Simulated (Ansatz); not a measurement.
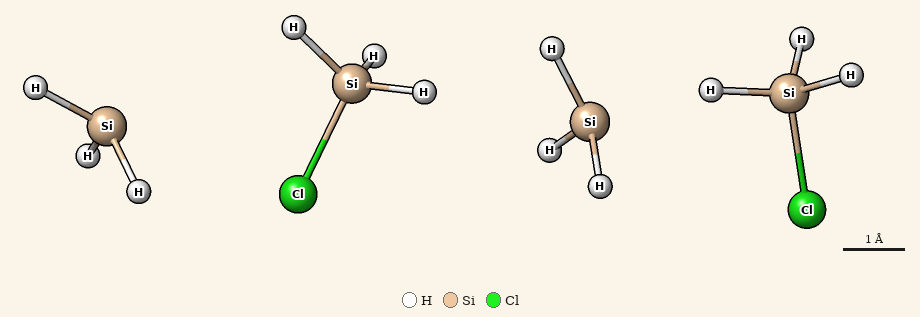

Two geometries of Si$_{2}$H$_{6}$Cl (multiplicity 2) (started from a transition state, displaced along its imaginary mode), drawn at one scale. One is the start of a relaxation, the other its converged end. Style: ball-and-stick. Shown at a tilt.

Method: UKS PBE0-D4/def2-TZVP in Ansatz. (force threshold 0.005 eV/Å; at most 200 steps)

Which of the two is the end point?

The left one is the relaxed one. An H atom moves most after the best rigid fit: 1.26 Å. Largest moves by element: H 1.26 Å, Cl 0.93 Å, Si 0.43 Å. Among the contacts that change: H–Si 2.176 → 3.596 Å, H–Si 1.395 → 1.481 Å, H–Si 1.491 → 1.481 Å. Among the angles between lasting bonds that change: H–Si–H 113.0° → 110.6°. After 20 geometry steps the energy has fallen by 0.364 eV. Largest force component: 2.3 eV/Å at the start, 0.001 eV/Å at the end. The run took of the order of 2.7 core-minutes on a shared host.
